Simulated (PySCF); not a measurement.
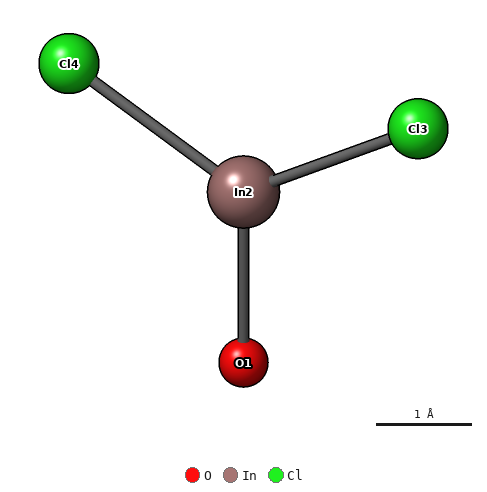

Fig. 1: The structure as given in the input (ball-and-stick view, seen at a tilt; atoms are numbered from 1 in the order of the input). Sticks mark near contacts. Bond lengths as drawn: Cl–In 2.29 Å and In–O 1.99 Å.

**Property calculation of InCl$_{2}$O (part 1 of 2)**

System: InCl$_{2}$O, multiplicity 2, SMILES [O][In]([Cl])[Cl].
Method: PBE0/def2-TZVPPD, UKS, core potentials def2-svp (PySCF 2.14.0).

The geometry comes from this level: PBE0-D4/def2-TZVP.

Input file (run.py):
```python
from pyscf import gto, dft

molecule = gto.Mole()
molecule.atom = '''
O        0.606300       1.014000       1.667600
In       0.031700       0.016000       0.045400
Cl       0.741600      -2.145000      -0.248200
Cl      -1.324100       1.054700      -1.485200
'''
molecule.ecp = {'In': 'def2-svp'}
molecule.charge = 0
molecule.verbose = 4
molecule.spin = 1
molecule.max_memory = 1860
molecule.basis = 'def2-tzvppd'
molecule.build()

calc0 = dft.UKS(molecule, xc='pbe0')
calc0.conv_tol = 1e-10
calc0.grids.level = 4
calc0.kernel()
if not calc0.converged:
    calc0 = calc0.newton().run(calc0.mo_coeff, calc0.mo_occ)

energy = calc0.e_tot
print('Final energy', energy)
calc0.analyze()
quad = calc0.quad_moment()
```

Run as:
```bash
OMP_NUM_THREADS=1 python run.py
```

Output:
```
PySCF version 2.14.0

[INPUT] num. atoms = 4
[INPUT] num. electrons = 63
[INPUT] charge = 0
[INPUT] spin (= nelec alpha-beta = 2S) = 1
[INPUT] symmetry False subgroup None
[INPUT] Mole.unit = angstrom
[INPUT] Symbol           X                Y                Z      unit          X                Y                Z       unit  Magmom
[INPUT]  1 O      0.606300000000   1.014000000000   1.667600000000 AA    1.145740949324   1.916182290309   3.151307285325 Bohr   0.0
[INPUT]  2 In     0.031700000000   0.016000000000   0.045400000000 AA    0.059904318149   0.030235617993   0.085793566055 Bohr   0.0
[INPUT]  3 Cl     0.741600000000  -2.145000000000  -0.248200000000 AA    1.401420893977  -4.053462537192  -0.469030024117 Bohr   0.0
[INPUT]  4 Cl    -1.324100000000   1.054700000000  -1.485200000000 AA   -2.502186361537   1.993094143579  -2.806621240204 Bohr   0.0

nuclear repulsion = 286.555075028921
number of shells = 66
number of NR pGTOs = 296
number of NR cGTOs = 198
basis = def2-tzvppd
ecp = {'In': 'def2-svp'}

******** <class 'pyscf.dft.uks.UKS'> ********
method = UKS
initial guess = minao
damping factor = 0
level_shift factor = 0
DIIS = <class 'pyscf.scf.diis.CDIIS'>
diis_start_cycle = 1
diis_space = 8
diis_damp = 0
SCF conv_tol = 1e-10
SCF conv_tol_grad = None
SCF max_cycles = 50
direct_scf = True
direct_scf_tol = 1e-13
number electrons alpha = 32  beta = 31
XC library pyscf.dft.libxc version 7.0.0
    S. Lehtola, C. Steigemann, M. J.T. Oliveira, and M. A.L. Marques.,  SoftwareX 7, 1–5 (2018)
XC functionals = pbe0
radial grids:
    Treutler-Ahlrichs [JCP 102, 346 (1995); DOI:10.1063/1.469408] (M4) radial grids

becke partition: Becke, JCP 88, 2547 (1988); DOI:10.1063/1.454033
pruning grids: <function nwchem_prune>
grids dens level: 4
symmetrized grids: False
atomic radii adjust function: <function treutler_atomic_radii_adjust>
small_rho_cutoff = 0
Set gradient conv threshold to 1e-05
tot grids = 117768
init E= -1152.71364158451
  alpha nocc = 32  HOMO = -0.627835012704079  LUMO = -0.515547708582135
  beta  nocc = 31  HOMO = -0.630708755403956  LUMO = -0.627835012704087

WARN: HOMO -0.627835012704079 >= LUMO -0.627835012704087

cycle= 1 E= -1184.15096669896  delta_E= -31.4  |g|= 1.65  |ddm|= 33.1
  alpha nocc = 32  HOMO = 0.00213990190210833  LUMO = 0.0124833225866618
  beta  nocc = 31  HOMO = -0.0287220027491847  LUMO = 0.00760210844639175
  HOMO = 0.00213990190211  LUMO = 0.00760210844639  gap/eV = 0.14863
cycle= 2 E= -1173.45135591947  delta_E= 10.7  |g|= 3.75  |ddm|= 8.51
  alpha nocc = 32  HOMO = -0.396721329400112  LUMO = -0.173451756177097
  beta  nocc = 31  HOMO = -0.367126595254661  LUMO = -0.332318123653397
  HOMO = -0.367126595255  LUMO = -0.332318123653  gap/eV = 0.94719
cycle= 3 E= -1184.44470492254  delta_E=  -11  |g|=  1.4  |ddm|= 6.92
  alpha nocc = 32  HOMO = -0.326852889277952  LUMO = -0.144241315850974
  beta  nocc = 31  HOMO = -0.331660410254426  LUMO = -0.324869938460269
  HOMO = -0.326852889278  LUMO = -0.32486993846  gap/eV = 0.05396
cycle= 4 E= -1185.40813143519  delta_E= -0.963  |g|= 0.373  |ddm|=  1.2
  alpha nocc = 32  HOMO = -0.317366366581819  LUMO = -0.0859084140897138
  beta  nocc = 31  HOMO = -0.301361865475349  LUMO = -0.174226047047227
  HOMO = -0.301361865475  LUMO = -0.174226047047  gap/eV = 3.45954
cycle= 5 E= -1185.46173799907  delta_E= -0.0536  |g|= 0.151  |ddm|= 0.328
  alpha nocc = 32  HOMO = -0.339240254917897  LUMO = -0.0985680937141918
  beta  nocc = 31  HOMO = -0.319142900971631  LUMO = -0.166895505694548
  HOMO = -0.319142900972  LUMO = -0.166895505695  gap/eV = 4.14286
cycle= 6 E= -1185.46744676492  delta_E= -0.00571  |g|= 0.0929  |ddm|= 0.108
  alpha nocc = 32  HOMO = -0.353560285978343  LUMO = -0.103726033762034
  beta  nocc = 31  HOMO = -0.342771546638154  LUMO = -0.175522891849287
  HOMO = -0.342771546638  LUMO = -0.175522891849  gap/eV = 4.55107
cycle= 7 E= -1185.4722076242  delta_E= -0.00476  |g|= 0.0126  |ddm|= 0.0991
  alpha nocc = 32  HOMO = -0.350005090828412  LUMO = -0.101972195689111
  beta  nocc = 31  HOMO = -0.341125278366056  LUMO = -0.168450575166967
  HOMO = -0.341125278366  LUMO = -0.168450575167  gap/eV = 4.69872
cycle= 8 E= -1185.47227593866  delta_E= -6.83e-05  |g|= 0.00732  |ddm|= 0.0194
  alpha nocc = 32  HOMO = -0.350667898787926  LUMO = -0.102256937654483
  beta  nocc = 31  HOMO = -0.340546527562595  LUMO = -0.16750848584097
  HOMO = -0.340546527563  LUMO = -0.167508485841  gap/eV = 4.70860
cycle= 9 E= -1185.47229486029  delta_E= -1.89e-05  |g|= 0.00356  |ddm|= 0.00486
  alpha nocc = 32  HOMO = -0.350661541870228  LUMO = -0.101868762455934
  beta  nocc = 31  HOMO = -0.33912652615348  LUMO = -0.166245869784344
  HOMO = -0.339126526153  LUMO = -0.166245869784  gap/eV = 4.70432
cycle= 10 E= -1185.47230250847  delta_E= -7.65e-06  |g|= 0.000856  |ddm|= 0.0049
  alpha nocc = 32  HOMO = -0.350722820601042  LUMO = -0.101921355321068
  beta  nocc = 31  HOMO = -0.339185941522738  LUMO = -0.166446086580012
  HOMO = -0.339185941523  LUMO = -0.16644608658  gap/eV = 4.70049
cycle= 11 E= -1185.47230310822  delta_E= -6e-07  |g|= 0.000375  |ddm|= 0.0014
  alpha nocc = 32  HOMO = -0.350643319807078  LUMO = -0.10189823014477
  beta  nocc = 31  HOMO = -0.339201444357823  LUMO = -0.166479563100694
  HOMO = -0.339201444358  LUMO = -0.166479563101  gap/eV = 4.70000
cycle= 12 E= -1185.47230329676  delta_E= -1.89e-07  |g|= 0.000107  |ddm|= 0.00109
  alpha nocc = 32  HOMO = -0.350653659885289  LUMO = -0.101910450374074
  beta  nocc = 31  HOMO = -0.33920450400348  LUMO = -0.166495744181906
  HOMO = -0.339204504003  LUMO = -0.166495744182  gap/eV = 4.69964
cycle= 13 E= -1185.47230331227  delta_E= -1.55e-08  |g|= 5.51e-05  |ddm|= 0.000385
  alpha nocc = 32  HOMO = -0.350659570983138  LUMO = -0.101907129771485
  beta  nocc = 31  HOMO = -0.339201814728963  LUMO = -0.166496069881412
  HOMO = -0.339201814729  LUMO = -0.166496069881  gap/eV = 4.69956
cycle= 14 E= -1185.47230331434  delta_E= -2.07e-09  |g|= 1.85e-05  |ddm|= 0.00013
  alpha nocc = 32  HOMO = -0.350658289106978  LUMO = -0.101906624267447
  beta  nocc = 31  HOMO = -0.339199081167908  LUMO = -0.166492938695374
  HOMO = -0.339199081168  LUMO = -0.166492938695  gap/eV = 4.69957
cycle= 15 E= -1185.47230331456  delta_E= -2.24e-10  |g|= 8.29e-06  |ddm|= 4.01e-05
  alpha nocc = 32  HOMO = -0.35065952689408  LUMO = -0.101906398621148
  beta  nocc = 31  HOMO = -0.339199253687071  LUMO = -0.166492779964171
  HOMO = -0.339199253687  LUMO = -0.166492779964  gap/eV = 4.69958
cycle= 16 E= -1185.47230331462  delta_E= -5.59e-11  |g|= 1.88e-06  |ddm|= 1.6e-05
  alpha nocc = 32  HOMO = -0.350659510690088  LUMO = -0.101906552539918
  beta  nocc = 31  HOMO = -0.33920006073896  LUMO = -0.166493393387981
  HOMO = -0.339200060739  LUMO = -0.166493393388  gap/eV = 4.69959
```

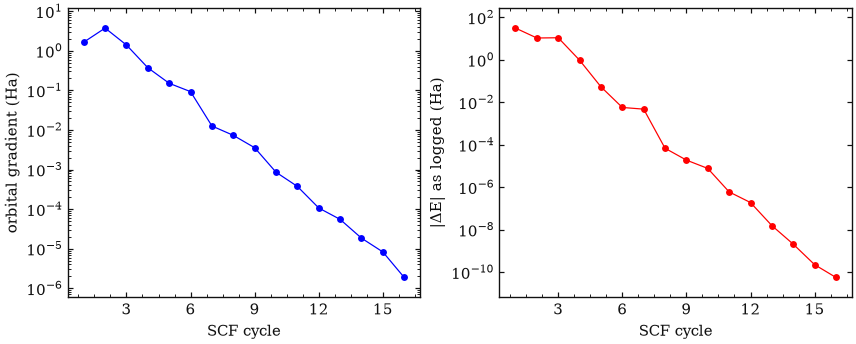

Fig. 2: Convergence of the self-consistent field: orbital gradient and size of the energy change against the SCF cycle. The residual comes down, with one marked jump up, by a factor of about 2.5, at step 2.

```
Extra cycle  E= -1185.47230331462  delta_E= -3.18e-12  |g|= 1.95e-06  |ddm|= 4.11e-06
converged SCF energy = -1185.47230331462  <S^2> = 0.75591981  2S+1 = 2.0059111
Final energy -1185.4723033146226
**** SCF Summaries ****
Total Energy =                       -1185.472303314622650
Nuclear Repulsion Energy =             286.555075028920555
One-electron Energy =                -2280.747897123484563
Two-electron Energy =                  808.720518779941244
Two-electron Coulomb Energy =          890.209366330028729
DFT Exchange-Correlation Energy =      -81.488847550087513
HOMO-LUMO gap [eV] =                     4.699587793515205
**** MO energy ****
                             alpha | beta                alpha | beta
MO #1   energy= -101.71611614809   | -101.716097508128  occ= 1 | 1
MO #2   energy= -101.716106796692  | -101.716088140333  occ= 1 | 1
MO #3   energy= -19.2840164369852  | -19.2570212718883  occ= 1 | 1
MO #4   energy= -9.54189077684241  | -9.54187515530979  occ= 1 | 1
MO #5   energy= -9.54188021065386  | -9.54186462189833  occ= 1 | 1
MO #6   energy= -7.27398123053335  | -7.27392276690166  occ= 1 | 1
MO #7   energy= -7.27397208533004  | -7.2739135673864   occ= 1 | 1
MO #8   energy= -7.26894776974163  | -7.26894890324145  occ= 1 | 1
MO #9   energy= -7.26893798550274  | -7.26893910962609  occ= 1 | 1
MO #10  energy= -7.26841106200437  | -7.26838566222272  occ= 1 | 1
MO #11  energy= -7.26840184392024  | -7.26837643269556  occ= 1 | 1
MO #12  energy= -4.7828061498669   | -4.78246604136592  occ= 1 | 1
MO #13  energy= -3.18365867539011  | -3.18365531986012  occ= 1 | 1
MO #14  energy= -3.17570839652474  | -3.17506300343486  occ= 1 | 1
MO #15  energy= -3.17325104629872  | -3.17275422592893  occ= 1 | 1
MO #16  energy= -1.01775391286736  | -0.944139674722874 occ= 1 | 1
MO #17  energy= -0.885408370396876 | -0.885422637281532 occ= 1 | 1
MO #18  energy= -0.882773187011939 | -0.881890466304286 occ= 1 | 1
MO #19  energy= -0.85104395982059  | -0.851125661765688 occ= 1 | 1
MO #20  energy= -0.848903829249044 | -0.849166863531138 occ= 1 | 1
MO #21  energy= -0.837056128563029 | -0.828093854426879 occ= 1 | 1
MO #22  energy= -0.814820601972997 | -0.811035217241312 occ= 1 | 1
MO #23  energy= -0.807849167382776 | -0.806761908961206 occ= 1 | 1
MO #24  energy= -0.4780077364113   | -0.472979916758807 occ= 1 | 1
MO #25  energy= -0.447601607576256 | -0.39780935044581  occ= 1 | 1
MO #26  energy= -0.399117133768111 | -0.383090184027676 occ= 1 | 1
MO #27  energy= -0.390952908219394 | -0.370093680821768 occ= 1 | 1
MO #28  energy= -0.377786677844494 | -0.354358545546127 occ= 1 | 1
MO #29  energy= -0.359020234675113 | -0.350608661926006 occ= 1 | 1
MO #30  energy= -0.354354030722867 | -0.345105953475751 occ= 1 | 1
MO #31  energy= -0.351934705308073 | -0.33920006073896  occ= 1 | 1
MO #32  energy= -0.350659510690088 | -0.166493393387981 occ= 1 | 0
MO #33  energy= -0.106761247461748 | -0.101906552539918 occ= 0 | 0
MO #34  energy= -0.0594809391889957 | -0.0591967619695013 occ= 0 | 0
MO #35  energy= 0.0128469427373188 | 0.0133951449909231 occ= 0 | 0
MO #36  energy= 0.015031934327204  | 0.0202919366529854 occ= 0 | 0
MO #37  energy= 0.0181084944749255 | 0.0204714216009555 occ= 0 | 0
MO #38  energy= 0.0514196750372136 | 0.0512746342571176 occ= 0 | 0
MO #39  energy= 0.0515841888711541 | 0.051680488316157  occ= 0 | 0
MO #40  energy= 0.0601304688548553 | 0.0602263115798131 occ= 0 | 0
MO #41  energy= 0.0622839399874419 | 0.0641889315387191 occ= 0 | 0
MO #42  energy= 0.0636256716468923 | 0.0664115540771584 occ= 0 | 0
MO #43  energy= 0.0663433366394701 | 0.0679333163115073 occ= 0 | 0
MO #44  energy= 0.0736774856240826 | 0.0748522739647214 occ= 0 | 0
MO #45  energy= 0.083645183202066  | 0.0867106059951517 occ= 0 | 0
MO #46  energy= 0.0904457185280831 | 0.0912459394782824 occ= 0 | 0
MO #47  energy= 0.0953322750893344 | 0.0954889622013899 occ= 0 | 0
MO #48  energy= 0.100703705353061  | 0.102109948737922  occ= 0 | 0
MO #49  energy= 0.116902832392228  | 0.116344139655212  occ= 0 | 0
MO #50  energy= 0.117148792466565  | 0.120791398029177  occ= 0 | 0
MO #51  energy= 0.144401754246478  | 0.143816580073127  occ= 0 | 0
MO #52  energy= 0.154213587932289  | 0.154896844866797  occ= 0 | 0
MO #53  energy= 0.157374756766595  | 0.158377520092172  occ= 0 | 0
MO #54  energy= 0.179490141793672  | 0.179944596727539  occ= 0 | 0
MO #55  energy= 0.195282880010314  | 0.195662928195069  occ= 0 | 0
MO #56  energy= 0.196776580657175  | 0.200044255518965  occ= 0 | 0
MO #57  energy= 0.201003671335666  | 0.203720772212955  occ= 0 | 0
MO #58  energy= 0.203502056353081  | 0.204215576298816  occ= 0 | 0
MO #59  energy= 0.204369249222341  | 0.20616748227442   occ= 0 | 0
MO #60  energy= 0.214080581447528  | 0.214053748444914  occ= 0 | 0
MO #61  energy= 0.219147843235758  | 0.222229258916218  occ= 0 | 0
MO #62  energy= 0.222485272150369  | 0.224636962310402  occ= 0 | 0
MO #63  energy= 0.248604347773166  | 0.249851413981152  occ= 0 | 0
MO #64  energy= 0.250196687205108  | 0.25219586881023   occ= 0 | 0
MO #65  energy= 0.260301071746896  | 0.261186618067673  occ= 0 | 0
MO #66  energy= 0.28981392010948   | 0.290802600310611  occ= 0 | 0
MO #67  energy= 0.290646655655106  | 0.292872250424581  occ= 0 | 0
MO #68  energy= 0.306453294165934  | 0.307501309230619  occ= 0 | 0
MO #69  energy= 0.313788297077791  | 0.316280722403826  occ= 0 | 0
MO #70  energy= 0.324348738111888  | 0.324350081301571  occ= 0 | 0
MO #71  energy= 0.366615004217013  | 0.371225490659072  occ= 0 | 0
MO #72  energy= 0.382627765510064  | 0.384594397500484  occ= 0 | 0
MO #73  energy= 0.40281964033419   | 0.407096802729682  occ= 0 | 0
MO #74  energy= 0.426984696510297  | 0.433985279682502  occ= 0 | 0
MO #75  energy= 0.470008022423355  | 0.472888603469352  occ= 0 | 0
MO #76  energy= 0.481054789007846  | 0.480335071273769  occ= 0 | 0
MO #77  energy= 0.50351164837168   | 0.505672805335591  occ= 0 | 0
MO #78  energy= 0.514625827890725  | 0.515340695069907  occ= 0 | 0
MO #79  energy= 0.515199363010654  | 0.522680252104004  occ= 0 | 0
MO #80  energy= 0.516343164314221  | 0.524450663414731  occ= 0 | 0
MO #81  energy= 0.544657853536223  | 0.544660936796486  occ= 0 | 0
MO #82  energy= 0.564391465249726  | 0.569971878677063  occ= 0 | 0
MO #83  energy= 0.569956546980405  | 0.572982646226253  occ= 0 | 0
MO #84  energy= 0.588817487544637  | 0.592448239187463  occ= 0 | 0
MO #85  energy= 0.590082248626494  | 0.593301166631107  occ= 0 | 0
MO #86  energy= 0.592781405028458  | 0.595731560208795  occ= 0 | 0
MO #87  energy= 0.595165358292019  | 0.597617492692625  occ= 0 | 0
MO #88  energy= 0.596604598599666  | 0.602561530672445  occ= 0 | 0
MO #89  energy= 0.609000302566816  | 0.608939037147819  occ= 0 | 0
MO #90  energy= 0.611323171627007  | 0.61143422708552   occ= 0 | 0
MO #91  energy= 0.612138926013885  | 0.612384667624607  occ= 0 | 0
MO #92  energy= 0.623419098459876  | 0.626299669285668  occ= 0 | 0
MO #93  energy= 0.660639001771731  | 0.663801449838549  occ= 0 | 0
MO #94  energy= 0.66222611621452   | 0.667356500879451  occ= 0 | 0
MO #95  energy= 0.67951019415249   | 0.680381009092439  occ= 0 | 0
MO #96  energy= 0.746551991263327  | 0.747961594373818  occ= 0 | 0
MO #97  energy= 0.758283952774156  | 0.763247340790544  occ= 0 | 0
MO #98  energy= 0.767807420606327  | 0.769715217883593  occ= 0 | 0
MO #99  energy= 0.820631404885094  | 0.831500120418342  occ= 0 | 0
MO #100 energy= 0.856500772337006  | 0.861902039489025  occ= 0 | 0
MO #101 energy= 0.882684938058404  | 0.88165190753686   occ= 0 | 0
MO #102 energy= 0.883932347296579  | 0.886049661240992  occ= 0 | 0
MO #103 energy= 0.886501305350322  | 0.908216378458319  occ= 0 | 0
MO #104 energy= 0.912220624437017  | 0.916100075196296  occ= 0 | 0
MO #105 energy= 0.91721142970006   | 0.917847394131126  occ= 0 | 0
MO #106 energy= 0.920089794649922  | 0.923362158909117  occ= 0 | 0
MO #107 energy= 1.0175984091737    | 1.02043740795952   occ= 0 | 0
MO #108 energy= 1.02112545583441   | 1.02543851320731   occ= 0 | 0
MO #109 energy= 1.03056336250291   | 1.02948315176397   occ= 0 | 0
MO #110 energy= 1.04538644319654   | 1.05341632852436   occ= 0 | 0
MO #111 energy= 1.07689316654019   | 1.07913877429095   occ= 0 | 0
MO #112 energy= 1.13600566633663   | 1.13771209846455   occ= 0 | 0
MO #113 energy= 1.15593542599246   | 1.1629351791951    occ= 0 | 0
MO #114 energy= 1.31201545313921   | 1.31301571843324   occ= 0 | 0
MO #115 energy= 1.3770975957082    | 1.37806234338291   occ= 0 | 0
MO #116 energy= 1.68634179392971   | 1.74359338189631   occ= 0 | 0
MO #117 energy= 1.70158358297023   | 1.76551094833352   occ= 0 | 0
MO #118 energy= 1.81208114492513   | 1.82603570464746   occ= 0 | 0
MO #119 energy= 1.81844867788372   | 1.85811269495077   occ= 0 | 0
MO #120 energy= 1.90963689542799   | 1.90963762317168   occ= 0 | 0
MO #121 energy= 1.91032400530556   | 1.91181912692019   occ= 0 | 0
MO #122 energy= 1.91765117837893   | 1.91775235948867   occ= 0 | 0
MO #123 energy= 1.91771903029271   | 1.91947828112414   occ= 0 | 0
MO #124 energy= 1.95501022283359   | 1.95514746155843   occ= 0 | 0
MO #125 energy= 1.96148104034954   | 1.96344222993046   occ= 0 | 0
MO #126 energy= 1.96337917608037   | 1.96460418761326   occ= 0 | 0
MO #127 energy= 1.97856955331265   | 1.98176531163221   occ= 0 | 0
MO #128 energy= 1.98073402822487   | 1.98225421551917   occ= 0 | 0
MO #129 energy= 1.99423216892393   | 1.99518926634108   occ= 0 | 0
MO #130 energy= 2.01728697554825   | 2.01929229772844   occ= 0 | 0
MO #131 energy= 2.06084837383148   | 2.06094281843922   occ= 0 | 0
MO #132 energy= 2.06274385483832   | 2.06292641792486   occ= 0 | 0
MO #133 energy= 2.06647613506707   | 2.06775078475523   occ= 0 | 0
MO #134 energy= 2.0758414421158    | 2.07588405078515   occ= 0 | 0
MO #135 energy= 2.07872112391886   | 2.07874713155637   occ= 0 | 0
MO #136 energy= 2.08050229310973   | 2.08049935969185   occ= 0 | 0
MO #137 energy= 2.08544126651935   | 2.08554501759548   occ= 0 | 0
MO #138 energy= 2.11573916376964   | 2.1252560885404    occ= 0 | 0
MO #139 energy= 2.15846611673819   | 2.15831182708107   occ= 0 | 0
MO #140 energy= 2.18300263683481   | 2.18328702006107   occ= 0 | 0
MO #141 energy= 2.18324250793682   | 2.18381842139569   occ= 0 | 0
MO #142 energy= 2.18611519478884   | 2.18690389505113   occ= 0 | 0
MO #143 energy= 2.22385044796158   | 2.22386802009703   occ= 0 | 0
MO #144 energy= 2.26249864238154   | 2.26294713935346   occ= 0 | 0
MO #145 energy= 2.2778550445277    | 2.27769566444782   occ= 0 | 0
MO #146 energy= 2.33073189793076   | 2.33071410883433   occ= 0 | 0
MO #147 energy= 2.33998644094876   | 2.34014241524187   occ= 0 | 0
MO #148 energy= 2.34097699269086   | 2.34365326974077   occ= 0 | 0
MO #149 energy= 2.35835562465577   | 2.36459958139977   occ= 0 | 0
MO #150 energy= 2.38505535957488   | 2.3847193497686    occ= 0 | 0
MO #151 energy= 2.39144008383209   | 2.39176660122609   occ= 0 | 0
MO #152 energy= 2.41252715927904   | 2.41279582859746   occ= 0 | 0
MO #153 energy= 2.4752477577209    | 2.47538731210998   occ= 0 | 0
MO #154 energy= 2.5444635165067    | 2.54496756277635   occ= 0 | 0
MO #155 energy= 2.67807179447328   | 2.67898744221559   occ= 0 | 0
MO #156 energy= 2.71211220095082   | 2.75483612433759   occ= 0 | 0
MO #157 energy= 2.73457712713974   | 2.75562364738158   occ= 0 | 0
MO #158 energy= 2.83838761865763   | 2.84392906934899   occ= 0 | 0
MO #159 energy= 2.90009113019659   | 2.96558950999655   occ= 0 | 0
MO #160 energy= 3.01091862226257   | 3.03792730968394   occ= 0 | 0
MO #161 energy= 3.2222101662563    | 3.25987085279631   occ= 0 | 0
MO #162 energy= 3.6722038311095    | 3.67953948606046   occ= 0 | 0
MO #163 energy= 5.06971970794887   | 5.14791029825158   occ= 0 | 0
MO #164 energy= 5.0710716823508    | 5.14832743157094   occ= 0 | 0
MO #165 energy= 5.09934666948596   | 5.15044700861561   occ= 0 | 0
MO #166 energy= 5.10892130541672   | 5.16564750053363   occ= 0 | 0
MO #167 energy= 5.18458970305894   | 5.21303237499266   occ= 0 | 0
MO #168 energy= 5.20403773453157   | 5.25341152662978   occ= 0 | 0
MO #169 energy= 5.28693728375431   | 5.31987174166425   occ= 0 | 0
MO #170 energy= 6.31020828899032   | 6.4048233118869    occ= 0 | 0
MO #171 energy= 6.32254630995853   | 6.43437550924846   occ= 0 | 0
MO #172 energy= 6.42779244522062   | 6.44512872995128   occ= 0 | 0
MO #173 energy= 6.42836771072852   | 6.52565648688661   occ= 0 | 0
```
